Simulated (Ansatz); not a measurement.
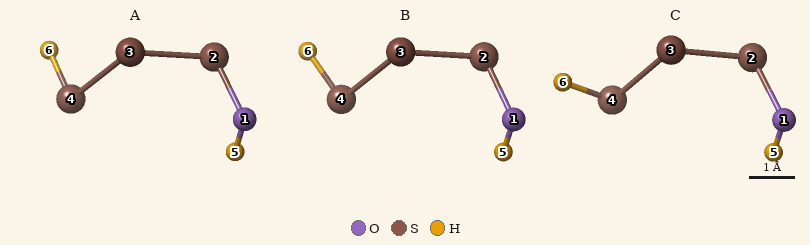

3 geometries from a converged minimum-energy path of H₂S₃O, shuffled. A ball-and-stick model, seen face on.

Computed with RKS r2SCAN/def2-SVP in Ansatz 0.2.0. Run with 9 movable images; climbing image; force threshold 0.05 eV/Å; iteration limit 26; starting path by image-dependent pair potential.

### Which frame is the top of the path?

C. In order along the path, whose images run from 0 to 10: C (image 5, +21.2 kJ/mol), B (image 8, +6.4 kJ/mol), A (image 9, +0.9 kJ/mol). The motion is a rotation about the S3–S4 bond by about 180°. No bond forms or breaks between the ends. Bond angles that change up to the highest image, for instance: S3–S4–H6 96.1° → 92.0°, S2–S3–S4 109.0° → 104.9°.

The run took 11 min on 1 thread of Intel(R) Xeon(R) Processor @ 2.50GHz (Skylake/Cascade Lake) (shared host), peak memory 0.17 GiB.
